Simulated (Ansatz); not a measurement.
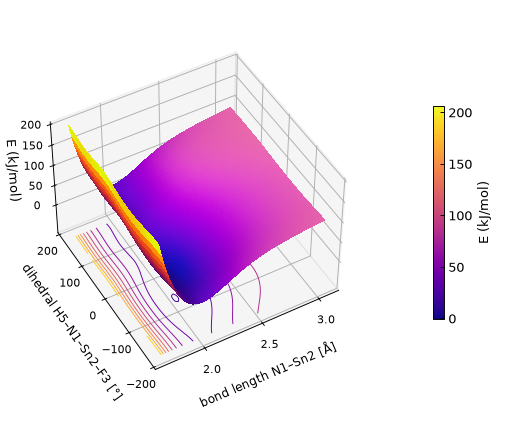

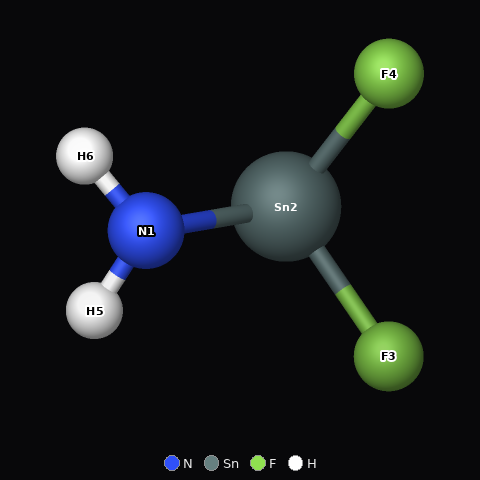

Energy landscape of F2H2NSn, SMILES [NH2][Sn]([F])[F], spin multiplicity 2. 
- Coordinates scanned: (1) bond length N1–Sn2; (2) dihedral H5–N1–Sn2–F3.
- Nothing is relaxed (all other coordinates rigid).
- Grid: 13 × 12 points.
- Energies are in kJ/mol, from the lowest grid point.
- Method: Ansatz, UKS PBE0-D4/def2-TZVP.

In the figure: a relief with its contours projected below. Between grid points the surface is interpolated. The second picture is the structure at the lowest point.

Summarise what can be read from the map.

Answer. The lowest grid point is at bond length N1–Sn2 = 2.030 Å, dihedral H5–N1–Sn2–F3 = −60°. The highest grid point, bond length N1–Sn2 = 1.681 Å, dihedral H5–N1–Sn2–F3 = −180°, lies 206 kJ/mol above the lowest. On the interpolated surface the easiest way out of the lowest well to its copy in the next cell or period passes a barrier of about 21 kJ/mol. Round the minimum the two coordinates are nearly uncoupled.

The input of one point:

```yaml
crystal:
  periodic: [false, false, false]
  atoms:
    - { symbol: "N", position_ang: [-0.15825, 1.002982, -0.300411] }
    - { symbol: Sn, position_ang: [-0.205099, -0.887265, 0.438286] }
    - { symbol: F, position_ang: [1.366291, -0.976976, 1.54353] }
    - { symbol: F, position_ang: [0.241228, -1.976767, -1.082438] }
    - { symbol: H, position_ang: [-0.185619, 1.704871, 0.43419] }
    - { symbol: H, position_ang: [-0.932547, 1.190229, -0.931584] }
magnetization:
  spin_polarized: true
  initial_magnetization: 1
basis:
  gaussian: { orbitals: def2-TZVP }
hamiltonian:
  xc: pbe0
  dispersion: d4
output:
  forces: true
```

Time for the 156 points that were run: 11 min on 1 thread of AMD EPYC 9R45 96-Core Processor (Zen 5), with other jobs on the host.
